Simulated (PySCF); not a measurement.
## Run report: C₅H₁₀O₂SSi, NMR shielding calculation

- system: C₅H₁₀O₂SSi
- method: GIAO PBE0/pcSseg-1 NMR shielding, non-relativistic, gas phase (PySCF 2.14.0)

The geometry comes from this level: GFN2-xTB. It belongs to a series of runs on one base structure; here: H on C replaced by OCH3. Figures and captions count atoms from 1; the log counts them from 0 in places.

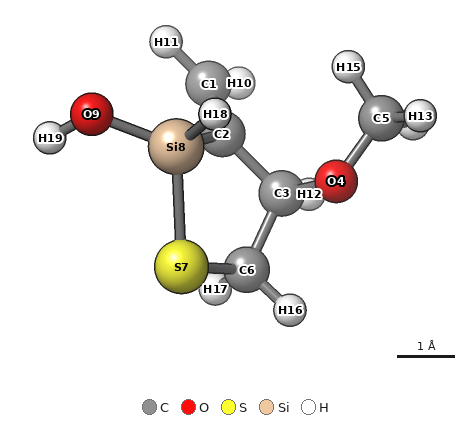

Fig. 1: The structure as given in the input (ball-and-stick view, seen at a tilt; atoms are numbered from 1 in the order of the input).

Results in brief

- outcome: converged
- total energy: −1033.999217 hartree
- HOMO: −6.70 eV
- LUMO: −0.63 eV
- dipole moment: 3.33 D
- isotropic shielding, C: 28.5 to 146.4 ppm
- isotropic shielding, O: 280.2 to 300.3 ppm
- isotropic shielding, S: 658.2 ppm
- isotropic shielding, Si: 353.7 ppm
- isotropic shielding, H: 25.7 to 30.1 ppm
- hardware: 1 CPU thread, shared host
- wall time: 1.8 min
- peak memory: 0.93 GiB

Input file
```
{"job": {"kind": "nmr", "xc": "PBE0", "basis": "pcSseg-1"}, "charge": 0, "multiplicity": 1}
C      0.825623    -0.176075     1.859091
C      0.546910    -0.064408     0.571346
C     -0.581802    -0.783511    -0.114044
O     -1.512833     0.167153    -0.607800
C     -2.251112     0.813906     0.394961
C     -0.037748    -1.534917    -1.323837
S      1.162479    -0.528634    -2.274500
Si     1.397640     0.968841    -0.752220
O      2.942242     1.373079    -0.472661
H      0.264289    -0.822850     2.518442
H      1.635122     0.376786     2.306319
H     -1.092956    -1.494936     0.557172
H     -2.917821     1.505618    -0.115349
H     -2.843518     0.092956     0.972156
H     -1.601862     1.368424     1.082205
H     -0.849235    -1.787916    -2.003520
H      0.476232    -2.442455    -1.008955
H      0.774427     2.238888    -1.067912
H      3.654119     0.739301    -0.528355
```

The first line tells a small driver script what to run in PySCF; the rest is the geometry in Å.

Run as:
```bash
OMP_NUM_THREADS=1 python <driver script> task.json out
```

What the program printed
```
coarse grid: 17056 points
cycle   1  E = -1033.7804142257  dE =  1.298e+00  |g| = 8.689e-01  |ddm| = 4.076e+00
cycle   2  E = -1033.6201384176  dE =  1.603e-01  |g| = 1.287e+00  |ddm| = 1.884e+00
cycle   3  E = -1033.9187004220  dE = -2.986e-01  |g| = 1.256e-01  |ddm| = 1.285e+00
cycle   4  E = -1033.9218643753  dE = -3.164e-03  |g| = 4.369e-02  |ddm| = 1.627e-01
cycle   5  E = -1033.9222941937  dE = -4.298e-04  |g| = 1.261e-02  |ddm| = 5.141e-02
cycle   6  E = -1033.9223235467  dE = -2.935e-05  |g| = 6.040e-03  |ddm| = 1.658e-02
cycle   7  E = -1033.9223321897  dE = -8.643e-06  |g| = 1.207e-03  |ddm| = 6.158e-03
final grid: 155848 points
cycle   8  E = -1033.9991804284  dE = -2.913e-05  |g| = 1.367e-02  |ddm| = 3.445e-02
cycle   9  E = -1033.9991379120  dE =  4.252e-05  |g| = 2.026e-02  |ddm| = 2.690e-02
cycle  10  E = -1033.9992169508  dE = -7.904e-05  |g| = 1.590e-03  |ddm| = 1.717e-02
cycle  11  E = -1033.9992174812  dE = -5.304e-07  |g| = 2.331e-04  |ddm| = 1.773e-03
cycle  12  E = -1033.9992174943  dE = -1.308e-08  |g| = 8.355e-05  |ddm| = 4.601e-04
cycle  13  E = -1033.9992174958  dE = -1.517e-09  |g| = 3.028e-05  |ddm| = 1.133e-04
cycle  14  E = -1033.9992174960  dE = -1.864e-10  |g| = 5.635e-06  |ddm| = 3.146e-05
```

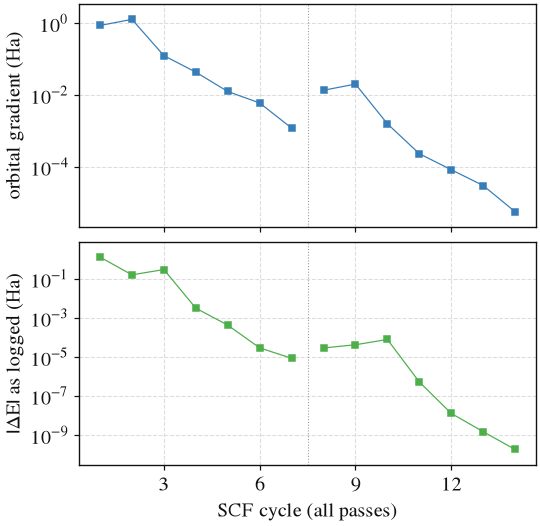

Fig. 2: Convergence of the self-consistent field: orbital gradient and size of the energy change against the SCF cycle. The dotted line marks the change from a coarse to the final integration grid. The first 7 cycles use a coarse grid, the final grid takes over at cycle 8, and the field converges after 14 cycles in all.

```
converged SCF energy = -1033.9992174960

GIAO shielding tensors (ppm)
atom      isotropic    diamagn.    paramagn.     s11        s22        s33       span
  0 C       54.646     253.344    -198.698    -58.462     59.337    163.064    221.526
  1 C       28.510     267.916    -239.406    -71.817     12.355    144.993    216.810
  2 C       98.745     246.890    -148.145     83.247     92.861    120.127     36.880
  3 O      280.221     397.870    -117.649    230.146    270.362    340.154    110.008
  4 C      130.472     245.542    -115.069     98.831    110.490    182.096     83.265
  5 C      146.394     249.374    -102.979    125.350    148.505    165.327     39.978
  6 S      658.237    1057.737    -399.501    542.654    639.404    792.652    249.998
  7 Si     353.737     878.625    -524.888    309.543    342.589    409.078     99.535
  8 O      300.278     384.941     -84.663    258.233    304.915    337.687     79.454
  9 H       25.711      32.015      -6.303     22.023     24.871     30.240      8.217
 10 H       25.781      30.806      -5.026     22.406     24.583     30.354      7.948
 11 H       28.220      34.119      -5.898     25.708     26.949     32.004      6.296
 12 H       28.079      28.872      -0.793     23.803     25.566     34.866     11.063
 13 H       28.859      29.769      -0.910     24.928     25.849     35.801     10.873
 14 H       28.355      31.016      -2.661     24.156     27.604     33.306      9.150
 15 H       28.628      30.638      -2.011     23.099     27.019     35.765     12.667
 16 H       28.546      31.141      -2.594     22.583     27.511     35.545     12.962
 17 H       26.268      28.974      -2.706     21.842     25.637     31.325      9.483
 18 H       30.100      30.267      -0.168     22.018     25.080     43.201     21.184
```

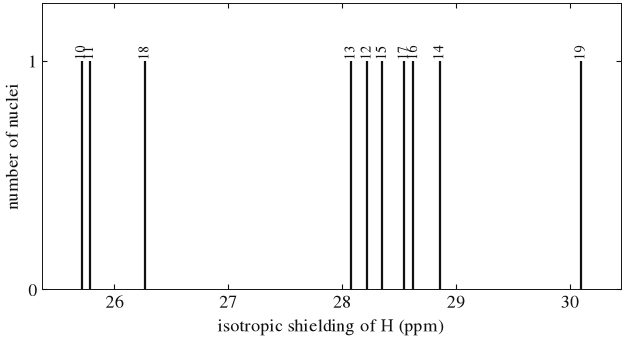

Fig. 3: Isotropic shieldings of the hydrogen nuclei in this fixed geometry, labelled by atom number; shielding grows to the right, so chemical shift grows to the left. The least shielded is H10 (25.7 ppm), the most shielded H19 (30.1 ppm).

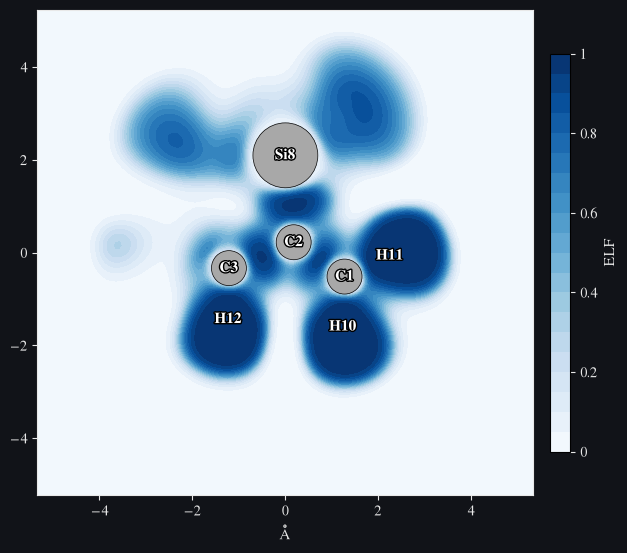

Fig. 4: Electron localisation function on the plane of atoms H10, C1 and H11. Grey discs, where drawn, cover atomic cores. The section cuts through C, Si and H sites. C–C (1.32 Å): the ELF peaks at about 0.95 between the atoms; a multiple bond by its length, whose ELF region spreads away from the axis.

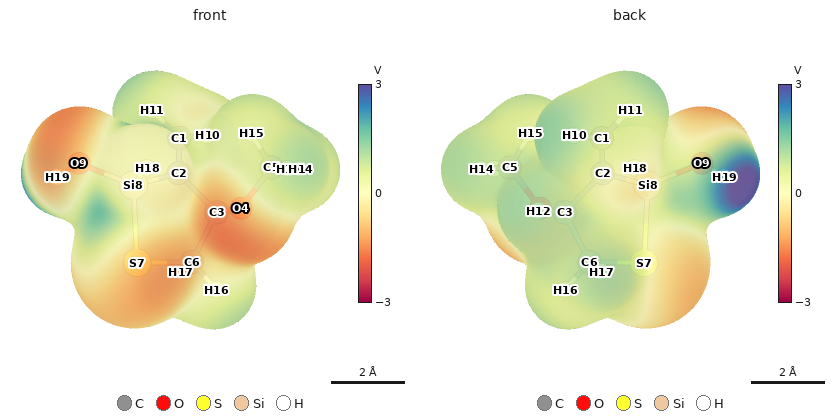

Fig. 5: The electrostatic potential painted on the density surface at 0.004 e/bohr³, seen face on and from behind; the colour scale runs from red (negative) to blue (positive). A positive charge is drawn to the negative regions and a negative charge to the positive ones. Its dipole moment is 3.33 D.

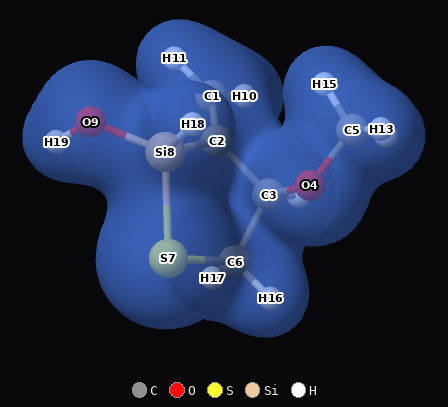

Fig. 6: Isosurface of the electron density at 0.1 e/Å³ (blue), seen face on. At this value the surface is in one piece. On the grid the lowest density along these lines, outside the cores, is 2.3 e/Å³ (C–C, 1.32 Å), 1.8 e/Å³ (C–O, 1.40 Å), 1 e/Å³ (Si–O, 1.62 Å) and 1.2 e/Å³ (C–S, 1.83 Å).
